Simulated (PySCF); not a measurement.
# CHBF₂S: NMR shifts at several levels of theory

Aim: compute the NMR shifts of CHBF₂S (`FB(F)C=S`) at several levels, and see how far they spread and what each costs.

Computed with PySCF 2.14.0, with density-fitted response routines of our own, on a single molecule in the gas phase. Atoms are numbered from 0 throughout.

## Step 1: The starting structure

6 atoms, charge 0, multiplicity 1; geometry from: PBE0-D3(BJ)/def2-SVP.

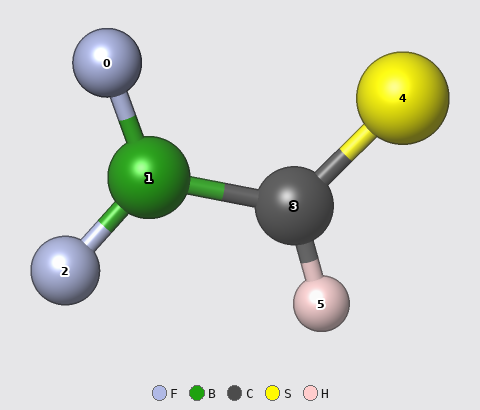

As it starts; fluorine light blue, boron green, carbon dark grey, sulfur yellow, hydrogen pink, atoms numbered.

## Step 2: Nuclear shieldings: HF/pcSseg-2

The job: settings as JSON, then the geometry in Å.

```
{"job": {"kind": "nmr", "xc": "HF", "basis": "pcSseg-2", "pop": false}, "charge": 0, "multiplicity": 1}
F      1.288336     1.275834     0.136856
B      0.778484     0.068738     0.153482
F      1.582749    -0.940648     0.421481
C     -0.745959    -0.191608    -0.138227
S     -1.767025     0.985695    -0.571676
H     -1.113229    -1.227544    -0.046635
```

With the program's defaults for keys left out, this is: GIAO HF/pcSseg-2 NMR shielding, non-relativistic, gas phase.

Started as:

```bash
$ OMP_NUM_THREADS=1 python probes_run.py task.json out
```

This one command runs all jobs of the session in turn.

Output:

```text
final grid: 62744 points
cycle   1  E = -659.6222414145  dE =  7.405e-01  |g| = 7.557e-01  |ddm| = 1.753e+00
cycle   2  E = -659.7010912729  dE = -7.885e-02  |g| = 5.581e-01  |ddm| = 7.757e-01
cycle   3  E = -659.7617712615  dE = -6.068e-02  |g| = 5.810e-02  |ddm| = 3.930e-01
cycle   4  E = -659.7632958163  dE = -1.525e-03  |g| = 2.383e-02  |ddm| = 8.927e-02
cycle   5  E = -659.7634872260  dE = -1.914e-04  |g| = 6.591e-03  |ddm| = 4.379e-02
cycle   6  E = -659.7635202365  dE = -3.301e-05  |g| = 3.752e-03  |ddm| = 1.564e-02
cycle   7  E = -659.7635309260  dE = -1.069e-05  |g| = 1.466e-03  |ddm| = 1.159e-02
cycle   8  E = -659.7635331533  dE = -2.227e-06  |g| = 3.952e-04  |ddm| = 4.858e-03
cycle   9  E = -659.7635333207  dE = -1.674e-07  |g| = 1.504e-04  |ddm| = 9.585e-04
cycle  10  E = -659.7635333346  dE = -1.385e-08  |g| = 4.216e-05  |ddm| = 3.003e-04
cycle  11  E = -659.7635333356  dE = -1.019e-09  |g| = 1.062e-05  |ddm| = 1.207e-04
cycle  12  E = -659.7635333356  dE = -5.616e-11  |g| = 2.835e-06  |ddm| = 3.272e-05
converged SCF energy = -659.7635333356

GIAO shielding tensors (ppm)
atom      isotropic    diamagn.    paramagn.     s11        s22        s33       span
  0 F      317.581     467.326    -149.745    192.603    342.997    417.141    224.537
  1 B      107.203     191.942     -84.739     90.631     91.695    139.281     48.650
  2 F      325.573     467.343    -141.770    180.797    394.686    401.237    220.440
  3 C     -116.513     247.817    -364.331   -307.518   -216.951    174.928    482.445
  4 S    -1402.404    1055.484   -2457.888  -4149.706   -889.950    832.445   4982.151
  5 H       18.414      29.029     -10.615     10.676     21.198     23.367     12.691
```

It took 7.6 s on 1 thread of Arm Neoverse V1, shared host; peak memory 0.86 GiB.

Shifts follow as δ = σ(reference) − σ, with reference shieldings (ppm) from runs at the same level and on the same kind of geometry: 1H TMS 31.68, 13C TMS 191.5, 19F CFCl3 245.3, 11B BF3·OEt2 114.5, 33S CS2 522. The references are single molecules in the gas phase, so shifts against H2O, NH3, PH3, H3PO4 or CFCl3 are not on the usual liquid scales and can be off by tens of ppm. Atoms listed in one row are averaged.

```csv
atoms,environment,σ (ppm),δ (ppm)
C3,thiocarbonyl carbon,-116.5,308.0
H5,hydrogen on a thiocarbonyl carbon,18.41,13.27
"F0, F2",fluorine bonded to B,321.6,-76.3
B1,"boron bonded to C, 2 F",107.2,7.3
S4,thione sulfur,-1402,1925
```

## Step 3: Shielding tensors: LDA/pcSseg-2

The job, as its differences from that of step 2:

```diff
@@ -1,2 +1,2 @@
-{"job": {"kind": "nmr", "xc": "HF", "basis": "pcSseg-2", "pop": false}, "charge": 0, "multiplicity": 1}
+{"job": {"kind": "nmr", "xc": "LDA", "basis": "pcSseg-2", "pop": false}, "charge": 0, "multiplicity": 1}
 F      1.288336     1.275834     0.136856
```

Method: GIAO LDA/pcSseg-2 NMR shielding, non-relativistic, gas phase.

Output:

```text
coarse grid: 6592 points
cycle   1  E = -658.3569378915  dE =  5.133e-01  |g| = 6.399e-01  |ddm| = 1.953e+00
cycle   2  E = -658.1793096834  dE =  1.776e-01  |g| = 1.265e+00  |ddm| = 7.826e-01
cycle   3  E = -658.4176772577  dE = -2.384e-01  |g| = 1.123e-01  |ddm| = 5.275e-01
cycle   4  E = -658.4181898351  dE = -5.126e-04  |g| = 1.135e-01  |ddm| = 1.925e-01
cycle   5  E = -658.4215070350  dE = -3.317e-03  |g| = 4.082e-02  |ddm| = 1.018e-01
cycle   6  E = -658.4219271915  dE = -4.202e-04  |g| = 4.651e-03  |ddm| = 2.974e-02
cycle   7  E = -658.4219329771  dE = -5.786e-06  |g| = 1.216e-03  |ddm| = 4.730e-03
final grid: 62744 points
cycle   8  E = -658.4138163938  dE = -1.376e-04  |g| = 5.290e-03  |ddm| = 2.947e-02
cycle   9  E = -658.4138054638  dE =  1.093e-05  |g| = 9.064e-03  |ddm| = 8.328e-03
cycle  10  E = -658.4138191556  dE = -1.369e-05  |g| = 2.933e-03  |ddm| = 6.473e-03
cycle  11  E = -658.4138212299  dE = -2.074e-06  |g| = 9.521e-04  |ddm| = 2.429e-03
cycle  12  E = -658.4138214472  dE = -2.172e-07  |g| = 2.956e-04  |ddm| = 9.045e-04
cycle  13  E = -658.4138214702  dE = -2.300e-08  |g| = 5.603e-05  |ddm| = 2.527e-04
cycle  14  E = -658.4138214707  dE = -4.956e-10  |g| = 2.200e-05  |ddm| = 4.579e-05
converged SCF energy = -658.4138214707

GIAO shielding tensors (ppm)
atom      isotropic    diamagn.    paramagn.     s11        s22        s33       span
  0 F      252.862     466.634    -213.772    123.042    245.994    389.551    266.509
  1 B       96.378     194.084     -97.706     58.471     73.336    157.328     98.857
  2 F      273.068     466.724    -193.657     70.552    364.582    384.070    313.517
  3 C     -163.312     250.023    -413.335   -403.894   -241.512    155.471    559.365
  4 S    -1983.887    1056.314   -3040.201  -5954.779   -801.480    804.599   6759.378
  5 H       15.605      28.412     -12.807      7.232     19.443     20.141     12.909
```

Run time: 15 s. Hardware: 1 thread of Arm Neoverse V1, shared host; peak memory 0.79 GiB.

This run: δ C3 343.6, F0 -124.7, B1 -5.4, S4 2468, H5 15.17 ppm (means over like atoms).

## Step 4: Nuclear shieldings: PBE/pcSseg-2

The job, as its differences from that of step 3:

```diff
@@ -1,2 +1,2 @@
-{"job": {"kind": "nmr", "xc": "LDA", "basis": "pcSseg-2", "pop": false}, "charge": 0, "multiplicity": 1}
+{"job": {"kind": "nmr", "xc": "PBE", "basis": "pcSseg-2", "pop": false}, "charge": 0, "multiplicity": 1}
 F      1.288336     1.275834     0.136856
```

Level: GIAO PBE/pcSseg-2 NMR shielding, non-relativistic, gas phase.

Output:

```text
coarse grid: 6592 points
cycle   1  E = -661.1432684186  dE =  5.319e-01  |g| = 6.702e-01  |ddm| = 1.868e+00
cycle   2  E = -660.9535589444  dE =  1.897e-01  |g| = 1.303e+00  |ddm| = 8.076e-01
cycle   3  E = -661.2093047341  dE = -2.557e-01  |g| = 1.097e-01  |ddm| = 5.550e-01
cycle   4  E = -661.2099160927  dE = -6.114e-04  |g| = 1.083e-01  |ddm| = 1.856e-01
cycle   5  E = -661.2129791022  dE = -3.063e-03  |g| = 3.945e-02  |ddm| = 9.770e-02
cycle   6  E = -661.2133757952  dE = -3.967e-04  |g| = 4.761e-03  |ddm| = 2.970e-02
cycle   7  E = -661.2133818015  dE = -6.006e-06  |g| = 1.483e-03  |ddm| = 4.859e-03
final grid: 62744 points
cycle   8  E = -661.2169467869  dE = -1.524e-04  |g| = 1.141e-02  |ddm| = 3.566e-02
cycle   9  E = -661.2166286920  dE =  3.181e-04  |g| = 3.473e-02  |ddm| = 2.941e-02
cycle  10  E = -661.2169738411  dE = -3.451e-04  |g| = 3.630e-03  |ddm| = 2.708e-02
cycle  11  E = -661.2169779237  dE = -4.083e-06  |g| = 1.028e-03  |ddm| = 3.533e-03
cycle  12  E = -661.2169780924  dE = -1.687e-07  |g| = 2.308e-04  |ddm| = 6.271e-04
cycle  13  E = -661.2169781013  dE = -8.906e-09  |g| = 1.054e-04  |ddm| = 1.994e-04
cycle  14  E = -661.2169781032  dE = -1.946e-09  |g| = 3.167e-05  |ddm| = 7.467e-05
cycle  15  E = -661.2169781034  dE = -1.398e-10  |g| = 8.426e-06  |ddm| = 1.670e-05
converged SCF energy = -661.2169781034

GIAO shielding tensors (ppm)
atom      isotropic    diamagn.    paramagn.     s11        s22        s33       span
  0 F      258.090     467.409    -209.319    126.622    258.147    389.501    262.879
  1 B       95.491     194.199     -98.707     62.207     74.966    149.301     87.094
  2 F      275.498     467.660    -192.162     84.009    364.152    378.335    294.326
  3 C     -141.065     249.355    -390.420   -348.345   -228.921    154.069    502.414
  4 S    -1686.839    1056.497   -2743.336  -5142.028   -715.229    796.740   5938.768
  5 H       16.443      28.770     -12.327      8.843     19.786     20.701     11.857
```

Wall time 18 s (1 thread of Arm Neoverse V1, shared host); peak memory 0.81 GiB.

This run: δ C3 320.5, F0 -123.9, B1 -2.8, S4 2184, H5 14.73 ppm (means over like atoms).

## Step 5: Shielding tensors: BLYP/pcSseg-2

The job, as its differences from that of step 4:

```diff
@@ -1,2 +1,2 @@
-{"job": {"kind": "nmr", "xc": "PBE", "basis": "pcSseg-2", "pop": false}, "charge": 0, "multiplicity": 1}
+{"job": {"kind": "nmr", "xc": "BLYP", "basis": "pcSseg-2", "pop": false}, "charge": 0, "multiplicity": 1}
 F      1.288336     1.275834     0.136856
```

Level: GIAO BLYP/pcSseg-2 NMR shielding, non-relativistic, gas phase.

Output:

```text
coarse grid: 6592 points
cycle   1  E = -661.5504616295  dE =  5.346e-01  |g| = 7.371e-01  |ddm| = 1.847e+00
cycle   2  E = -661.3053995773  dE =  2.451e-01  |g| = 1.471e+00  |ddm| = 9.027e-01
cycle   3  E = -661.6296526511  dE = -3.243e-01  |g| = 1.182e-01  |ddm| = 6.196e-01
cycle   4  E = -661.6308950136  dE = -1.242e-03  |g| = 1.071e-01  |ddm| = 1.949e-01
cycle   5  E = -661.6336507381  dE = -2.756e-03  |g| = 4.743e-02  |ddm| = 1.012e-01
cycle   6  E = -661.6342354425  dE = -5.847e-04  |g| = 6.167e-03  |ddm| = 3.615e-02
cycle   7  E = -661.6342464618  dE = -1.102e-05  |g| = 1.764e-03  |ddm| = 6.571e-03
cycle   8  E = -661.6342469434  dE = -4.816e-07  |g| = 7.917e-04  |ddm| = 1.160e-03
final grid: 62744 points
cycle   9  E = -661.6341463985  dE = -1.509e-04  |g| = 5.597e-03  |ddm| = 2.916e-02
cycle  10  E = -661.6341186982  dE =  2.770e-05  |g| = 1.196e-02  |ddm| = 8.535e-03
cycle  11  E = -661.6341479554  dE = -2.926e-05  |g| = 3.763e-03  |ddm| = 9.192e-03
cycle  12  E = -661.6341524972  dE = -4.542e-06  |g| = 8.310e-04  |ddm| = 3.658e-03
cycle  13  E = -661.6341525896  dE = -9.239e-08  |g| = 3.301e-04  |ddm| = 4.923e-04
cycle  14  E = -661.6341526082  dE = -1.863e-08  |g| = 8.838e-05  |ddm| = 2.113e-04
cycle  15  E = -661.6341526102  dE = -1.939e-09  |g| = 2.043e-05  |ddm| = 1.074e-04
cycle  16  E = -661.6341526102  dE = -5.127e-11  |g| = 9.311e-06  |ddm| = 1.109e-05
converged SCF energy = -661.6341526102

GIAO shielding tensors (ppm)
atom      isotropic    diamagn.    paramagn.     s11        s22        s33       span
  0 F      259.038     468.005    -208.967    125.899    261.810    389.403    263.505
  1 B       93.404     193.182     -99.779     61.393     73.216    145.601     84.208
  2 F      276.175     468.260    -192.084     89.181    363.519    375.826    286.645
  3 C     -142.402     248.240    -390.642   -341.585   -234.422    148.800    490.384
  4 S    -1698.378    1056.634   -2755.013  -5128.525   -735.651    769.042   5897.567
  5 H       16.854      29.067     -12.213      9.527     20.067     20.969     11.442
```

It took 19 s on 1 thread of Arm Neoverse V1, shared host; peak memory 0.73 GiB.

Key values: δ C3 317.4, F0 -124.5, B1 -2.3, S4 2186, H5 14.52 ppm (means over like atoms).

## Step 6: NMR shieldings: BP86/pcSseg-2

The job, as its differences from that of step 5:

```diff
@@ -1,2 +1,2 @@
-{"job": {"kind": "nmr", "xc": "BLYP", "basis": "pcSseg-2", "pop": false}, "charge": 0, "multiplicity": 1}
+{"job": {"kind": "nmr", "xc": "BP86", "basis": "pcSseg-2", "pop": false}, "charge": 0, "multiplicity": 1}
 F      1.288336     1.275834     0.136856
```

With the program's defaults for keys left out, this is: GIAO BP86/pcSseg-2 NMR shielding, non-relativistic, gas phase.

Output:

```text
coarse grid: 6592 points
cycle   1  E = -661.6229688459  dE =  5.341e-01  |g| = 6.863e-01  |ddm| = 1.864e+00
cycle   2  E = -661.4299177888  dE =  1.931e-01  |g| = 1.331e+00  |ddm| = 8.154e-01
cycle   3  E = -661.6929206959  dE = -2.630e-01  |g| = 9.746e-02  |ddm| = 5.436e-01
cycle   4  E = -661.6939943154  dE = -1.074e-03  |g| = 8.097e-02  |ddm| = 1.547e-01
cycle   5  E = -661.6953797868  dE = -1.385e-03  |g| = 4.477e-02  |ddm| = 8.636e-02
cycle   6  E = -661.6959249142  dE = -5.451e-04  |g| = 5.268e-03  |ddm| = 3.418e-02
cycle   7  E = -661.6959322792  dE = -7.365e-06  |g| = 1.413e-03  |ddm| = 5.029e-03
final grid: 62744 points
cycle   8  E = -661.6974558257  dE = -1.582e-04  |g| = 7.276e-03  |ddm| = 3.209e-02
cycle   9  E = -661.6974226799  dE =  3.315e-05  |g| = 1.421e-02  |ddm| = 9.468e-03
cycle  10  E = -661.6974579049  dE = -3.523e-05  |g| = 4.235e-03  |ddm| = 1.023e-02
cycle  11  E = -661.6974634951  dE = -5.590e-06  |g| = 7.877e-04  |ddm| = 3.568e-03
cycle  12  E = -661.6974635775  dE = -8.242e-08  |g| = 2.287e-04  |ddm| = 4.876e-04
cycle  13  E = -661.6974635918  dE = -1.429e-08  |g| = 6.654e-05  |ddm| = 2.170e-04
cycle  14  E = -661.6974635928  dE = -9.636e-10  |g| = 2.654e-05  |ddm| = 6.874e-05
converged SCF energy = -661.6974635928

GIAO shielding tensors (ppm)
atom      isotropic    diamagn.    paramagn.     s11        s22        s33       span
  0 F      259.241     466.485    -207.243    127.754    259.772    390.198    262.444
  1 B       95.739     194.377     -98.638     63.403     75.217    148.596     85.194
  2 F      276.444     466.735    -190.291     87.117    364.555    377.660    290.543
  3 C     -139.181     249.686    -388.867   -343.172   -228.346    153.974    497.147
  4 S    -1673.711    1056.633   -2730.344  -5097.094   -718.009    793.970   5891.064
  5 H       16.601      28.820     -12.220      9.074     19.887     20.841     11.767
```

Run time: 17 s. Hardware: 1 thread of Arm Neoverse V1, shared host; peak memory 0.81 GiB.

This run: δ C3 318.4, F0 -123.9, B1 -2.4, S4 2168, H5 14.63 ppm (means over like atoms).

## Step 7: Nuclear shieldings: OPBE/pcSseg-2

The job, as its differences from that of step 6:

```diff
@@ -1,2 +1,2 @@
-{"job": {"kind": "nmr", "xc": "BP86", "basis": "pcSseg-2", "pop": false}, "charge": 0, "multiplicity": 1}
+{"job": {"kind": "nmr", "xc": "OPBE", "basis": "pcSseg-2", "pop": false}, "charge": 0, "multiplicity": 1}
 F      1.288336     1.275834     0.136856
```

Level: GIAO OPBE/pcSseg-2 NMR shielding, non-relativistic, gas phase.

Output:

```text
coarse grid: 6592 points
cycle   1  E = -661.4064630380  dE =  5.345e-01  |g| = 6.811e-01  |ddm| = 1.885e+00
cycle   2  E = -661.2412754353  dE =  1.652e-01  |g| = 1.248e+00  |ddm| = 7.893e-01
cycle   3  E = -661.4772835913  dE = -2.360e-01  |g| = 8.406e-02  |ddm| = 5.084e-01
cycle   4  E = -661.4789007924  dE = -1.617e-03  |g| = 3.734e-02  |ddm| = 1.086e-01
cycle   5  E = -661.4791901784  dE = -2.894e-04  |g| = 1.542e-02  |ddm| = 3.546e-02
cycle   6  E = -661.4792192943  dE = -2.912e-05  |g| = 1.126e-02  |ddm| = 1.919e-02
cycle   7  E = -661.4792578668  dE = -3.857e-05  |g| = 1.714e-03  |ddm| = 9.287e-03
cycle   8  E = -661.4792582919  dE = -4.252e-07  |g| = 9.090e-04  |ddm| = 1.272e-03
final grid: 62744 points
cycle   9  E = -661.4847748924  dE = -2.017e-04  |g| = 3.056e-02  |ddm| = 6.223e-02
cycle  10  E = -661.4832663063  dE =  1.509e-03  |g| = 7.815e-02  |ddm| = 7.208e-02
cycle  11  E = -661.4848971338  dE = -1.631e-03  |g| = 1.787e-02  |ddm| = 6.551e-02
cycle  12  E = -661.4849775197  dE = -8.039e-05  |g| = 1.615e-03  |ddm| = 1.190e-02
cycle  13  E = -661.4849779379  dE = -4.182e-07  |g| = 4.364e-04  |ddm| = 1.127e-03
cycle  14  E = -661.4849779739  dE = -3.601e-08  |g| = 1.778e-04  |ddm| = 3.910e-04
cycle  15  E = -661.4849779796  dE = -5.646e-09  |g| = 4.844e-05  |ddm| = 1.033e-04
cycle  16  E = -661.4849779800  dE = -4.509e-10  |g| = 1.090e-05  |ddm| = 3.947e-05
converged SCF energy = -661.4849779800

GIAO shielding tensors (ppm)
atom      isotropic    diamagn.    paramagn.     s11        s22        s33       span
  0 F      269.044     468.692    -199.649    142.615    272.956    391.560    248.945
  1 B       99.371     195.356     -95.986     68.837     79.323    149.951     81.114
  2 F      283.946     469.020    -185.074    100.278    368.441    383.120    282.842
  3 C     -121.775     250.187    -371.962   -316.089   -208.610    159.375    475.464
  4 S    -1500.090    1057.188   -2557.277  -4686.310   -636.840    822.881   5509.192
  5 H       16.477      28.557     -12.080      9.087     19.621     20.723     11.636
```

It took 18 s on 1 thread of Arm Neoverse V1, shared host; peak memory 0.73 GiB.

This run: δ C3 306.2, F0 -121.3, B1 -1.6, S4 2017, H5 14.72 ppm (means over like atoms).

## Step 8: NMR shieldings: KT2/pcSseg-2

The job, as its differences from that of step 7:

```diff
@@ -1,2 +1,2 @@
-{"job": {"kind": "nmr", "xc": "OPBE", "basis": "pcSseg-2", "pop": false}, "charge": 0, "multiplicity": 1}
+{"job": {"kind": "nmr", "xc": "KT2", "basis": "pcSseg-2", "pop": false}, "charge": 0, "multiplicity": 1}
 F      1.288336     1.275834     0.136856
```

Method: GIAO KT2/pcSseg-2 NMR shielding, non-relativistic, gas phase.

Output:

```text
coarse grid: 6592 points
cycle   1  E = -668.3942792397  dE =  5.918e-01  |g| = 8.688e-01  |ddm| = 1.790e+00
cycle   2  E = -668.0727293212  dE =  3.215e-01  |g| = 1.681e+00  |ddm| = 1.048e+00
cycle   3  E = -668.5036487804  dE = -4.309e-01  |g| = 1.369e-01  |ddm| = 7.210e-01
cycle   4  E = -668.5057366300  dE = -2.088e-03  |g| = 9.517e-02  |ddm| = 1.627e-01
cycle   5  E = -668.5074441706  dE = -1.708e-03  |g| = 5.500e-02  |ddm| = 1.112e-01
cycle   6  E = -668.5083810591  dE = -9.369e-04  |g| = 5.857e-03  |ddm| = 4.807e-02
cycle   7  E = -668.5083883520  dE = -7.293e-06  |g| = 1.944e-03  |ddm| = 5.161e-03
final grid: 62744 points
cycle   8  E = -668.5240779958  dE = -2.604e-04  |g| = 3.597e-02  |ddm| = 8.086e-02
cycle   9  E = -668.5228675713  dE =  1.210e-03  |g| = 8.007e-02  |ddm| = 6.100e-02
cycle  10  E = -668.5241642721  dE = -1.297e-03  |g| = 2.009e-02  |ddm| = 6.053e-02
cycle  11  E = -668.5242876640  dE = -1.234e-04  |g| = 2.139e-03  |ddm| = 1.596e-02
cycle  12  E = -668.5242882776  dE = -6.137e-07  |g| = 4.250e-04  |ddm| = 1.320e-03
cycle  13  E = -668.5242883182  dE = -4.059e-08  |g| = 1.439e-04  |ddm| = 5.001e-04
cycle  14  E = -668.5242883243  dE = -6.025e-09  |g| = 5.012e-05  |ddm| = 1.337e-04
cycle  15  E = -668.5242883246  dE = -3.807e-10  |g| = 9.069e-06  |ddm| = 2.291e-05
converged SCF energy = -668.5242883246

GIAO shielding tensors (ppm)
atom      isotropic    diamagn.    paramagn.     s11        s22        s33       span
  0 F      264.412     466.567    -202.155    134.806    269.574    388.856    254.051
  1 B       99.836     195.638     -95.802     70.941     79.490    149.076     78.135
  2 F      278.737     466.934    -188.197     97.361    361.954    376.897    279.537
  3 C     -112.976     249.830    -362.806   -292.039   -203.004    156.116    448.155
  4 S    -1396.442    1058.507   -2454.949  -4400.182   -589.714    800.570   5200.752
  5 H       17.112      28.825     -11.713     10.818     19.925     20.593      9.776
```

Run time: 18 s. Hardware: 1 thread of Arm Neoverse V1, shared host; peak memory 0.73 GiB.

Key values: δ C3 295.3, F0 -135.2, B1 -1.5, S4 1922, H5 14.06 ppm (means over like atoms).

## Step 9: NMR shieldings: KT3/pcSseg-2

The job, as its differences from that of step 8:

```diff
@@ -1,2 +1,2 @@
-{"job": {"kind": "nmr", "xc": "KT2", "basis": "pcSseg-2", "pop": false}, "charge": 0, "multiplicity": 1}
+{"job": {"kind": "nmr", "xc": "KT3", "basis": "pcSseg-2", "pop": false}, "charge": 0, "multiplicity": 1}
 F      1.288336     1.275834     0.136856
```

Method: GIAO KT3/pcSseg-2 NMR shielding, non-relativistic, gas phase.

Output:

```text
coarse grid: 6592 points
cycle   1  E = -667.7742498449  dE =  5.824e-01  |g| = 8.770e-01  |ddm| = 1.783e+00
cycle   2  E = -667.4639814942  dE =  3.103e-01  |g| = 1.658e+00  |ddm| = 1.044e+00
cycle   3  E = -667.8868930073  dE = -4.229e-01  |g| = 1.289e-01  |ddm| = 7.070e-01
cycle   4  E = -667.8891253053  dE = -2.232e-03  |g| = 8.284e-02  |ddm| = 1.530e-01
cycle   5  E = -667.8900364552  dE = -9.111e-04  |g| = 5.747e-02  |ddm| = 1.009e-01
cycle   6  E = -667.8910706334  dE = -1.034e-03  |g| = 5.977e-03  |ddm| = 4.936e-02
cycle   7  E = -667.8910785266  dE = -7.893e-06  |g| = 2.270e-03  |ddm| = 5.680e-03
final grid: 62744 points
cycle   8  E = -667.9064301256  dE = -3.279e-04  |g| = 3.209e-02  |ddm| = 6.888e-02
cycle   9  E = -667.9060954700  dE =  3.347e-04  |g| = 5.624e-02  |ddm| = 3.077e-02
cycle  10  E = -667.9065571690  dE = -4.617e-04  |g| = 5.807e-03  |ddm| = 2.259e-02
cycle  11  E = -667.9065625618  dE = -5.393e-06  |g| = 3.973e-03  |ddm| = 7.176e-03
cycle  12  E = -667.9065671696  dE = -4.608e-06  |g| = 2.845e-04  |ddm| = 3.097e-03
cycle  13  E = -667.9065671855  dE = -1.590e-08  |g| = 1.168e-04  |ddm| = 3.571e-04
cycle  14  E = -667.9065671893  dE = -3.805e-09  |g| = 3.351e-05  |ddm| = 1.009e-04
cycle  15  E = -667.9065671895  dE = -1.711e-10  |g| = 1.070e-05  |ddm| = 2.011e-05
converged SCF energy = -667.9065671895

GIAO shielding tensors (ppm)
atom      isotropic    diamagn.    paramagn.     s11        s22        s33       span
  0 F      271.617     468.739    -197.122    143.890    280.788    390.173    246.283
  1 B       99.348     195.139     -95.791     71.997     79.701    146.347     74.351
  2 F      284.844     469.152    -184.309    110.127    365.432    378.971    268.844
  3 C     -107.528     249.158    -356.686   -278.830   -198.704    154.949    433.779
  4 S    -1336.546    1058.568   -2395.114  -4232.733   -573.885    796.979   5029.713
  5 H       17.333      28.937     -11.603     11.087     20.079     20.834      9.747
```

It took 18 s on 1 thread of Arm Neoverse V1, shared host; peak memory 0.81 GiB.

This run: δ C3 288.8, F0 -131.3, B1 -0.7, S4 1863, H5 14.02 ppm (means over like atoms).

(Part 1 of 2 ends here.)
